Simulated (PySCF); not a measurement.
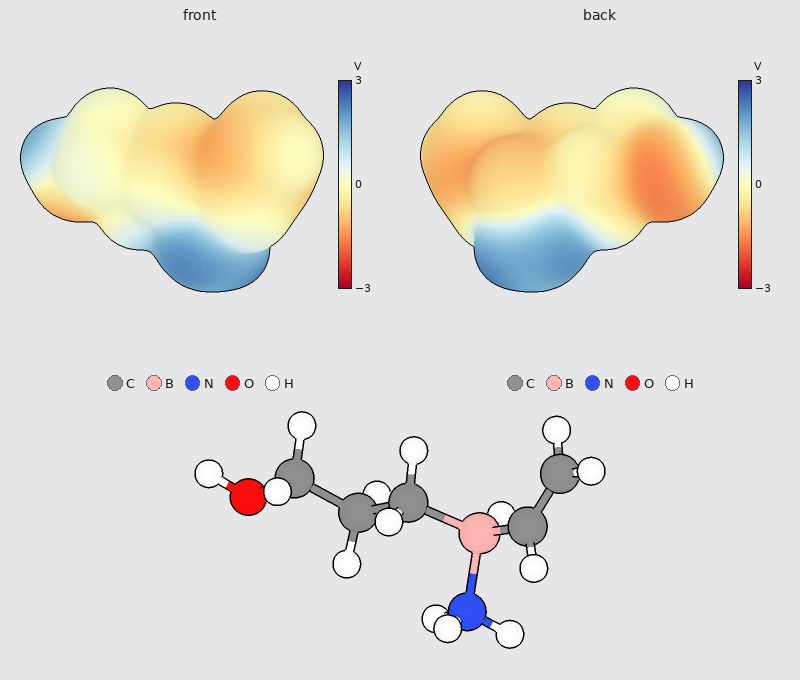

The picture shows: C5H14BNO. The electrostatic potential painted on the density surface at 0.001 e/bohr³, seen from the front and from behind; the colour scale runs from red (negative) to blue (positive). The bare structure is drawn below in the same view.

Geometry: GFN2-xTB.

These are results of PBE0/pcSseg-1, SCF density, gas phase, non-relativistic in PySCF 2.14.0, not measurements.

```yaml
atoms:
  - { symbol: C, position_ang: [2.8358, 1.8463, -0.2201] }
  - { symbol: C, position_ang: [2.4203, 0.6837, 0.2574] }
  - { symbol: B, position_ang: [1.1888, -0.1751, -0.2934] }
  - { symbol: N, position_ang: [1.3512, -1.6656, 0.4026] }
  - { symbol: C, position_ang: [-0.2418, 0.4017, 0.2474] }
  - { symbol: C, position_ang: [-1.4523, -0.4467, -0.1434] }
  - { symbol: C, position_ang: [-2.7718, 0.1924, 0.2764] }
  - { symbol: O, position_ang: [-3.8202, -0.7306, 0.0384] }
  - { symbol: H, position_ang: [2.3566, 2.3003, -1.0728] }
  - { symbol: H, position_ang: [3.6590, 2.4041, 0.2045] }
  - { symbol: H, position_ang: [2.9600, 0.3018, 1.1265] }
  - { symbol: H, position_ang: [1.2070, -0.3660, -1.4685] }
  - { symbol: H, position_ang: [1.3226, -1.5467, 1.4101] }
  - { symbol: H, position_ang: [2.2350, -2.0769, 0.1243] }
  - { symbol: H, position_ang: [0.5777, -2.2484, 0.1009] }
  - { symbol: H, position_ang: [-0.3878, 1.4048, -0.1560] }
  - { symbol: H, position_ang: [-0.2368, 0.5154, 1.3364] }
  - { symbol: H, position_ang: [-1.4137, -1.4320, 0.3303] }
  - { symbol: H, position_ang: [-1.4690, -0.5974, -1.2234] }
  - { symbol: H, position_ang: [-2.7348, 0.4518, 1.3456] }
  - { symbol: H, position_ang: [-2.9369, 1.1174, -0.2930] }
  - { symbol: H, position_ang: [-4.6593, -0.3149, 0.2594] }
```

Q: Where is the surface potential most negative and most positive?

A: The most negative region (about −1.6 V, or −37 kcal/mol for a unit charge) lies over O8, the most positive (about +2.2 V, or +51 kcal/mol for a unit charge) over H13 and H14. O8 is the likeliest acceptor of a hydrogen bond.
